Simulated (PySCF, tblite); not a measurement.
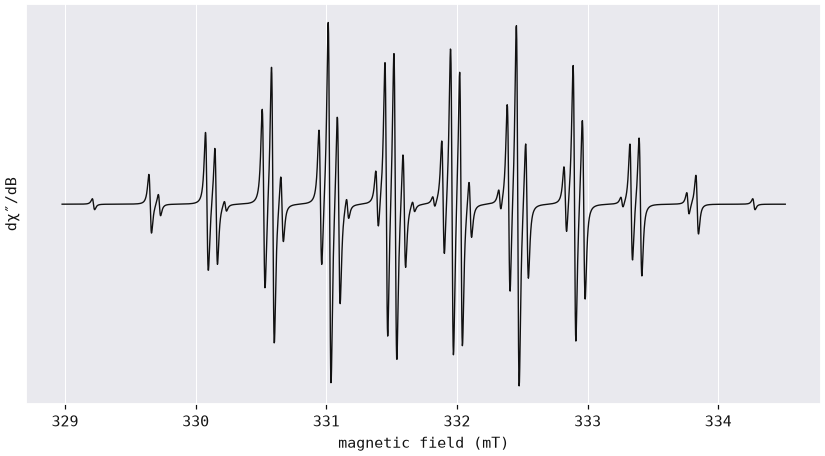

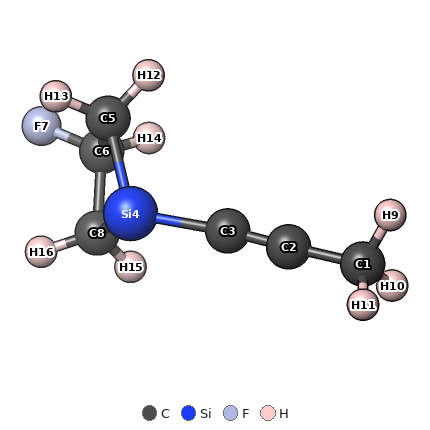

First-order isotropic EPR spectrum (fast tumbling, first derivative) of C₆H₈FSi, SMILES CC#C[Si]1CC(F)C1, doublet at 9.30 GHz, Lorentzian lines of 0.03 mT full width at half height, from computed g and hyperfine couplings (B3LYP/pcH-1 in PySCF, at a GFN2-xTB geometry (a minimum by its frequencies), gas phase); values of one conformer, averaged over methyl-type rotors alone; no vibrational averaging; dilute isotopes left out. The SMILES is one Lewis form and needn't show where the spin sits.

Question: Which couplings does the calculation give? The spectrum shows the sizes of those above the line width, not their signs.

Answer:
| nuclei | isotope | a (mT) | a (MHz) |
| --- | --- | --- | --- |
| F7 | ¹⁹F | 1.44 | 40.3 |
| H13, H16 | ¹H | 0.50 | 14.1 |
| H14 | ¹H | 0.44 | 12.3 |
| H9, H10, H11 | ¹H | 0.44 | 12.2 |
| H12, H15 | ¹H | 0.43 | 12.1 |

Question: What is the g value, and how wide is the spectrum?

Answer: g_iso = 2.0029, which centres the spectrum at 331.7 mT; it spans 5.1 mT.

Caveats: the tight-binding geometry is rougher than a DFT one and adds to the error.
